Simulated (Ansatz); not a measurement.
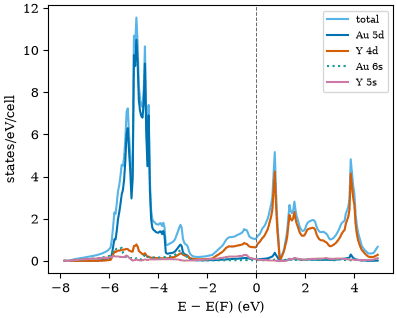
Figure: Total and projected density of states of YAu (CsCl type, space group No. 221), PBEsol in the plane-wave PAW code Ansatz

Problem. Which orbitals carry the states next to the Fermi level?

Solution. Within 0.5 eV of the Fermi level: Y 4d 66 %, Y 5s 8 %, Au 5d 7 %, outside the projected shells 16 %. Projections are on Löwdin-orthogonalised atomic valence shells; empty p or d shells of many metals are not among them.

Problem. Where is the tallest occupied peak in this window, and what makes it?

Solution. Near -4.9 eV, about 12 states/eV per cell; the largest projected share is Au 5d.

Space group Pm-3m (CsCl type). The workflow started from an entry of the Crystallography Open Database (COD). Whether it is the stable phase at ambient conditions was not checked. The cell was relaxed with PBEsol under the symmetry of its start; of distortions, only those at the zone centre were tested. The run is not spin-polarised. Spin–orbit coupling is left out wherever it is not named.

Potentials: the later of the program's two PAW sets.
